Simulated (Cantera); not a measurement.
A closed system holds: 1 mol SiC, 0.77 mol CO2, 160 mol H2, equilibrated at 0.00400 bar.

These are equilibrium values from Cantera (NASA tables, ideal gas, pure condensed phases), not measurements of a reactor. Candidate condensed phases: C, C6H6, C7H8, C8H18, H2O, Si, SiC, SiO2; 123 gas species. Mutual solubility and eutectic melting of coexisting phases are not modelled. The tables hold silica as quartz up to 1696 K and as liquid above; real silica turns to tridymite and cristobalite and melts near 1996 K. The numbers say what is thermodynamically allowed, not how fast it happens.

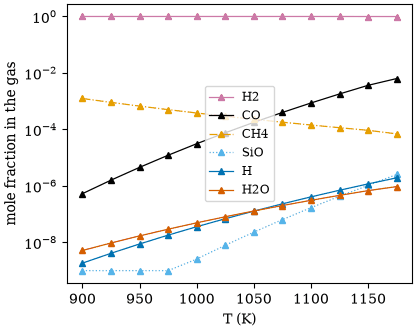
Figure: Equilibrium gas composition (values under 1e-9 drawn at 1e-9)

From 900 K to 1150 K the condensed part is C(graphite) + SiC(s) + SiO2(β-quartz). At 1175 K the condensed part is SiC(s) + SiO2(β-quartz).
